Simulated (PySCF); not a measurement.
Mean static polarisability of neutral germanium ([Ar] 3d¹⁰ 4s² 4p²). Finite fields; PySCF, def2-TZVPPD, non-relativistic, unrestricted single determinants, no spin-orbit coupling. 28 core electrons frozen.

By method:

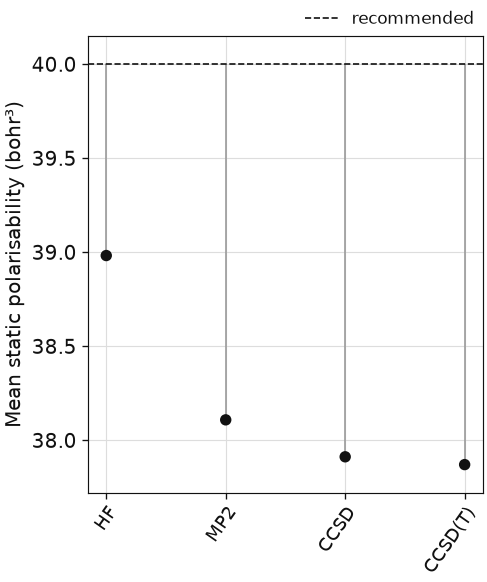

| Method | Mean static polarisability (bohr³) |
| --- | --- |
| HF | 38.98 |
| MP2 | 38.11 |
| CCSD | 37.91 |
| CCSD(T) | 37.87 |

The values run from 37.87 bohr³ (CCSD(T)) to 38.98 bohr³ (HF). The recommended value is 40.0 ± 1 bohr³; nearest to it come HF (−1.02) and MP2 (−1.89), furthest CCSD(T) (−2.13 bohr³).
